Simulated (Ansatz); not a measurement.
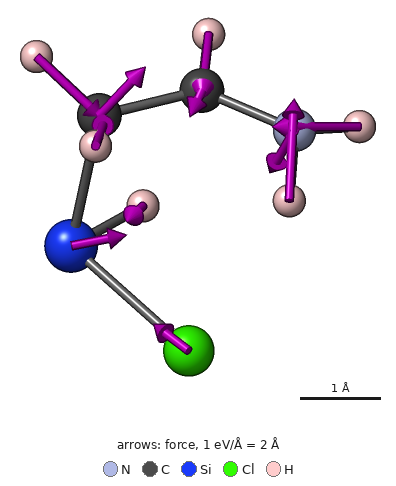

Starting geometry of C2H6ClNSi with the computed forces as purple arrows. A ball-and-stick model, seen face on.

The start comes from PBE-D4/def2-SVP.

Level of theory: Ansatz, RKS PBE0-D4/def2-TZVP.

Input
```yaml
crystal:
  periodic: [false, false, false]
  atoms:
    - {symbol: N, position_ang: [-1.442715, -0.416109, 0.199323]}
    - {symbol: C, position_ang: [-0.164568, -0.835355, 0.087961]}
    - {symbol: C, position_ang: [0.943659, -0.240923, 0.757087]}
    - {symbol: Si, position_ang: [1.394858, 1.135175, -0.708802]}
    - {symbol: Cl, position_ang: [-0.369339, 2.406481, -0.384910]}
    - {symbol: H, position_ang: [-2.096231, -0.704491, -0.532497]}
    - {symbol: H, position_ang: [-1.573872, 0.562122, 0.503151]}
    - {symbol: H, position_ang: [0.000993, -1.706628, -0.566596]}
    - {symbol: H, position_ang: [1.826151, -0.892924, 0.869935]}
    - {symbol: H, position_ang: [0.731241, 0.357927, 1.660048]}
    - {symbol: H, position_ang: [0.815224, 0.277826, -1.864099]}
basis:
  gaussian: {orbitals: def2-TZVP}
hamiltonian: {xc: pbe0, dispersion: d4}
relax: {f_tol: 0.005, max_steps: 150}
```

Launched with:
```bash
ansatz run in.yaml --threads 4 --pin off --events-out ev --progress --plain --max-ram 10444MiB
```

Question: Is this structure relaxed? If not, where do the atoms go?

Answer: It isn't relaxed: the largest force vector, on H7, is 0.72 eV/Å. The final displacements follow the starting forces only in part (cosine between the two patterns 0.40). The largest move after the best rigid fit is that of H7, 0.15 Å. By element the largest moves are H 0.15 Å, Cl 0.09 Å, C 0.03 Å, Si 0.03 Å, N 0.02 Å. Some distances before and after: Si4–Cl5 2.199 → 2.161 Å, C2–C3 1.425 → 1.402 Å, N1–H7 1.033 → 1.011 Å, Si4–H11 1.551 → 1.530 Å. After 8 accepted moves (10 points after the start) the energy has fallen by 6.36 kJ/mol. Largest force component: 0.7 eV/Å at the start, 0.0035 eV/Å at the end. The line search rejected the trial steps at points 6, 8 of the run. Cost: 41 s on 4 threads of Arm Neoverse V1, with other jobs on the host.
